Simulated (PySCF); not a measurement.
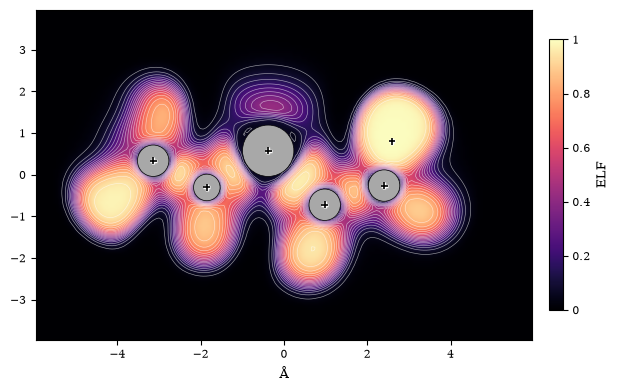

The ELF on a plane through atoms (crosses mark nuclei in the plane; grey discs cover the cores).

Level of theory: PySCF, PBE0/pcSseg-1, SCF density, gas phase, non-relativistic.

Candidates:
A. C$_{5}$H$_{3}$F$_{3}$ (SMILES FC(F)(F)C=C1C=C1)
B. C$_{4}$H$_{11}$NSi (SMILES CN[SiH2]C1CC1)
C. C$_{4}$H$_{9}$BClF (SMILES CC(C)(BCl)CF)

**Which system is this?**

Candidate B: C$_{4}$H$_{11}$NSi on the plane of atoms N2, Si3 and C4, which holds C, N, Si and H. C–N (1.44 Å): the ELF peaks at about 0.90 between the atoms (a shared electron pair). C–C (1.50 Å): the ELF peaks at about 0.85 between the atoms (localised, covalent bonding).
